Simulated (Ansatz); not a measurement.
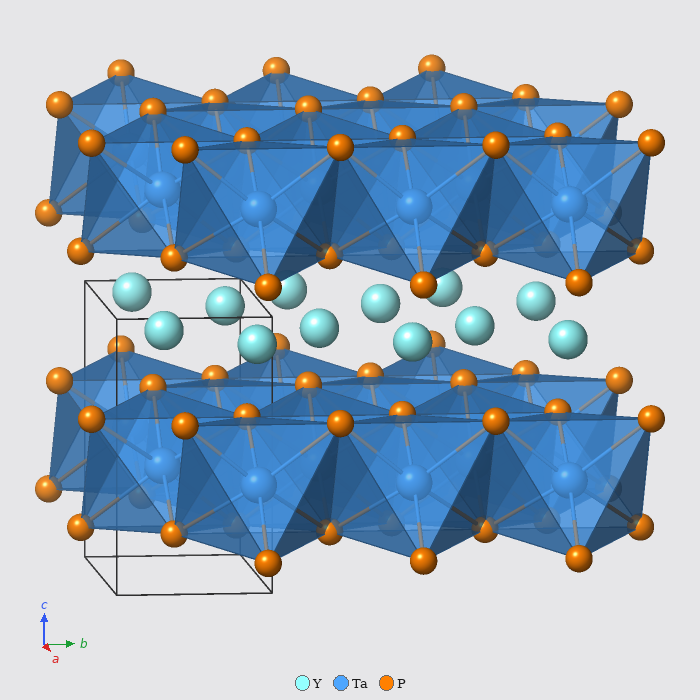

Polyhedra are drawn about Ta (bonds: P–Ta below 3.1 Å); other atoms are plain spheres.

System YTaP2 (space group P2_1/m, No. 11); source of the atomic positions: the geometry relaxed with Ansatz 0.2.0, DFT PBE, scalar-relativistic, plane waves, PAW; the starting structure was generated, so it need not be a known form of this composition.

What figure surrounds each Ta atom, and what does it share with the other drawn polyhedra?

Ta: TaP6 octahedron, sharing edges with six neighbours.

What is the connectivity of the polyhedra: isolated, groups, chains, layers or framework?

They form layers of edge-sharing octahedra parallel to (001). Their corner atoms also have Y as close neighbours (those links are not drawn).

How far apart are the centres of linked polyhedra?

Centre to centre across a shared edge: 3.30 to 4.18 Å.
